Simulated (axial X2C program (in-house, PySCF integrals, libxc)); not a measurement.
**A two-component session on PdCl: EOM-EA-CCSD levels**

Aim: EOM-EA-CCSD levels of PdCl, with spin–orbit coupling in the Hamiltonian from the start.

Program: an in-house X2C program for linear molecules on PySCF integrals. Level of theory: two-component X2C with atomic mean-field terms, Pd dyall-acv3z, Cl dyall-av3z. These are calculated values, not measurements.

**1. The job**

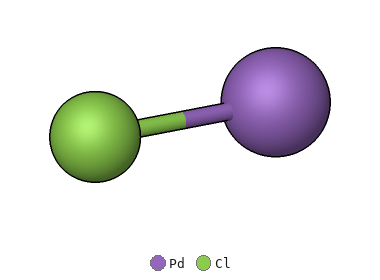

The two atoms at 2.190 Å (palladium purple, chlorine green).

task.json reads:

```json
{"zs": [46, 17], "q": 0, "bas": ["dyall-acv3z", "dyall-av3z"], "r0": 2.19, "eom": "ea", "thr": -2.0, "nmax": 92, "grid": [1, 0.96, 1.045, 0.92, 1.09, 1.15]}
```

Keys: zs atomic numbers; q charge; bas basis sets; r0 starting distance in Å; eom kind of EOM run; thr threshold in hartree for freezing inner shells (an s shell follows its p shell); nmax most natural virtual spinors; grid distances as factors.

Run with:

```console
$ python soeom.py task.json out
```

Further steps of the session: EOM-EA-CCSD at 2.242 Å.

Before running it: what results should come out? Wanted: next root led by one particle; T1 of the reference; lowest state, Re and ωe.

The runs gave:

```
                     quantity                             value
       lowest root at 2.242 Å                 Ω = 1/2, 9.589 eV
next root led by one particle  Ω = 1/2, about 22390 cm⁻¹ higher
          T1 of the reference                             0.084
      lowest state, Re and ωe                 2.221 Å, 389 cm⁻¹
```

The added electron is bound by 9.59 eV in a spinor of 52% Pd dσ, 20% Cl pσ, 12% Pd sσ. Errors of 0.1 to 0.3 eV are usual at this size, and roots led by higher excitations are left out, so the list is incomplete, and low states of that kind can be missing. T1 or the largest double amplitude of the reference is raised, which lowers the reliability.
